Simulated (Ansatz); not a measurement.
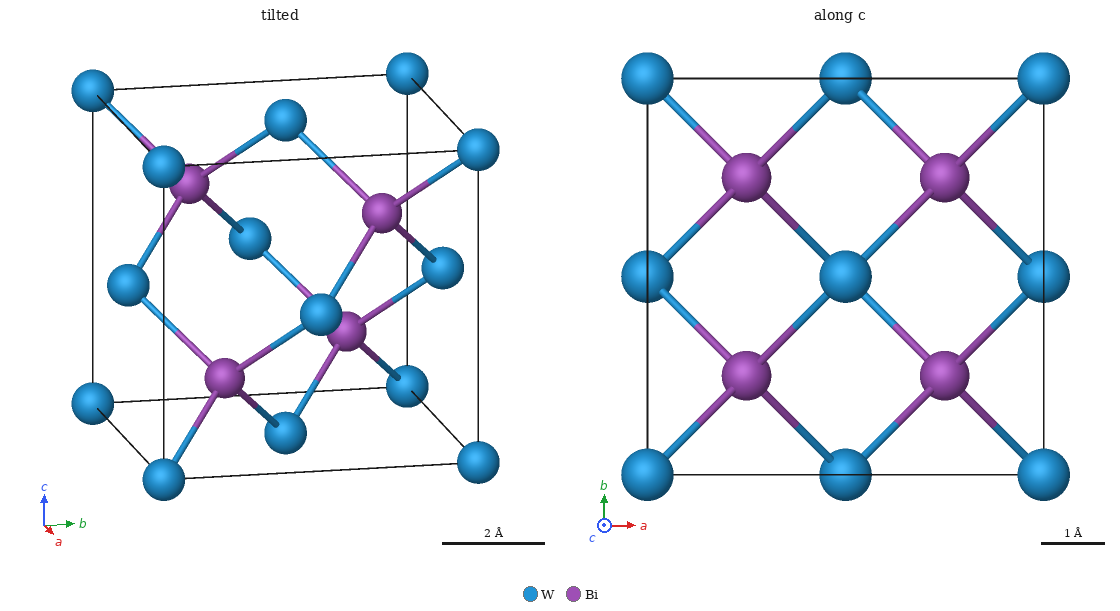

Ball-and-stick representation of a periodic structure, projected slightly off an axis and along the c axis. Thin lines show the conventional unit cell, with boundary atoms drawn in all their periodic places.

BiW, zinc blende (sphalerite type), space group F-43m (No. 216), a = 6.337 Å, b = 6.337 Å, c = 6.337 Å, α = 90.00°, β = 90.00°, γ = 90.00°. The model was built from a structure type filled with these elements by a generator (whether the compound takes this form wasn't checked). Earlier steps of the study, as a rule a relaxation of our own, may have changed the cell and positions, so they can lie some per cent off the listed ones. It went into a calculation with Ansatz.

This one geometry was computed with Ansatz (DFT, plane waves, PAW) at five levels of theory: PBEsol, PBE, LDA, r2SCAN and PBE with spin-orbit coupling.

Which level gives the highest pressure at this volume, and what does that say about its equilibrium volume?

Highest: PBE (0.0 GPa) and PBE with spin-orbit coupling (0.4 GPa), which points to the largest equilibrium volume. Lowest, with the smallest volume: LDA (-4.8 GPa). Levels within 0.5 GPa of each other can't be told apart.

How does the band gap change with the level of theory?

All levels give a metal.

Collect the results in a table.

| level | cutoff (eV) | k-mesh of the run's cell | gap (eV) | pressure (GPa) |
| --- | --- | --- | --- | --- |
| PBEsol | 420 | 10×10×10 | metal | -3.1 |
| PBE | 420 | 10×10×10 | metal | 0.0 |
| LDA | 420 | 10×10×10 | metal | -4.8 |
| r2SCAN | 500 | 10×10×10 | metal | -1.8 |
| PBE with spin-orbit coupling | 420 | 10×10×10 | metal | 0.4 |

Gaps are taken on the k-mesh or band path of each run.
